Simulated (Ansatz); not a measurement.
## Profile along the Li–Li line in Li (fcc, Cu type)

Li (fcc, Cu type), conventional cell a = b = c = 4.2335 Å, α = β = γ = 90.00°. The calculation uses the primitive cell of 1 atom, to which meshes and values per cell refer.

Fields along a shortest Li–Li line of a {110} plane (2.99 Å), from Li to Li, interpolated on the slice's grid (step about 0.2 Å). Method: LDA (plane waves to 420 eV, PAW, scalar-relativistic; Ansatz, an electronic-structure program). k mesh 19×19×19. Inside the PAW spheres the values are not all-electron values, and peaks at nuclei hang on which shells count as valence. Li was relaxed with its symmetry unable to fall. This is one of several known forms of Li; the measured ambient cells at hand have space group No. 229.

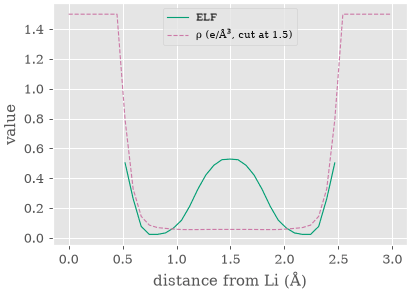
Figure. ELF (away from the nuclei) and valence density from Li to Li.

Density on the Li–Li line (2.99 Å) at its midpoint: 0.06 e/Å³. ELF at that point: 0.5. ELF maximum in the middle third of the Li–Li line: 0.53, 1.5 Å from Li.
